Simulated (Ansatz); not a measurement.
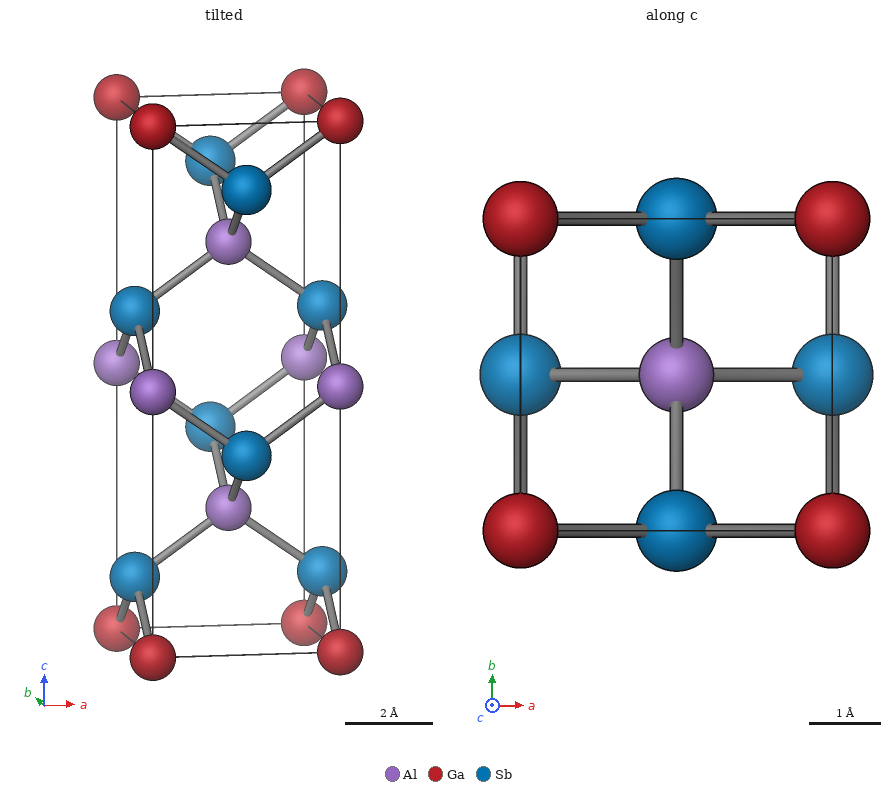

Crystal structure, ball-and-stick style, seen slightly off an axis and along the c axis. The conventional unit cell is outlined; an atom on or near a face, edge or corner is repeated at each equivalent position.

Al$_{3}$GaSb$_{4}$, space group P-4m2 (No. 115), a = 4.405 Å, b = 4.405 Å, c = 12.413 Å, α = 90.00°, β = 90.00°, γ = 90.00°. Provenance: a structure type filled with these elements by a generator (whether the compound takes this form wasn't checked). Earlier steps of the study, as a rule a relaxation of our own, may have changed the cell and positions, so they can lie some per cent off the listed ones. It went into a calculation with Ansatz.

This one geometry was computed with Ansatz (DFT, plane waves, PAW) at three levels of theory: r2SCAN, PBE with spin-orbit coupling and PBE.

> How does the band gap change with the level of theory?

PBE with spin-orbit coupling: a gap of 0.54 eV, direct; PBE: a gap of 0.74 eV, direct; r2SCAN: a gap of 1.08 eV, indirect.

> Collect the results in a table.

| level | cutoff (eV) | k-mesh of the run's cell | gap (eV) | pressure (GPa) |
| --- | --- | --- | --- | --- |
| r2SCAN | 500 | 6×6×4 | 1.08 | -1.4 |
| PBE with spin-orbit coupling | 420 | 6×6×4 | 0.54 | 0.0 |
| PBE | 420 | 6×6×4 | 0.74 | 0.0 |

Gaps are taken on the k-mesh or band path of each run.
